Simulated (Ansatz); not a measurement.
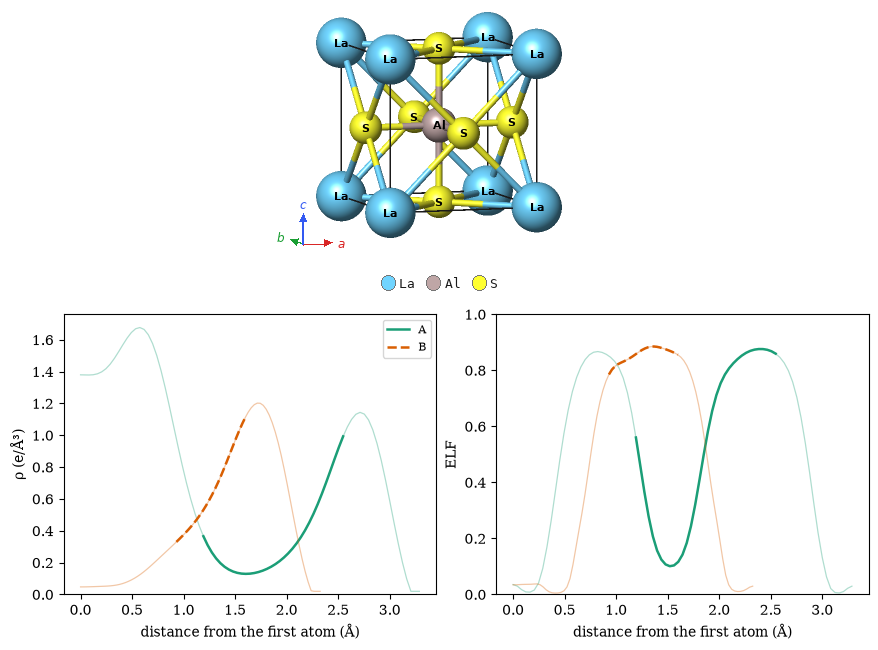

Figure 1: LaAlS3. Valence pseudo-density and ELF along straight lines between neighbouring atoms. Thin, pale parts lie inside the atomic spheres. The structure is drawn too.

Space group Pm-3m; a structure from a database of computed crystals, not necessarily the ambient phase; started from the KZnF3-221 prototype, which need not be the ambient phase.

Computed with DFT, r2SCAN+rVV10, plane waves, PAW in Ansatz.

Core electrons are frozen (PAW), and the valence fields are smoothed inside the atomic spheres.

> Which curve belongs to which contact (Al–S and La–S)? The first atom named is at distance zero.

Curve A: La–S (3.29 Å): ρ at the midpoint is about 0.13 e/Å³; the ELF peaks at about 0.90 in the valence shell of S, 0.9 Å from its nucleus, and drops to about 0.10 between the two atoms (a closed-shell, largely ionic contact). Curve B: Al–S (2.32 Å): ρ at the midpoint is about 0.5 e/Å³; the ELF peaks at about 0.90 in the valence shell of S, 1.0 Å from its nucleus, and is about 0.85 at the midpoint.
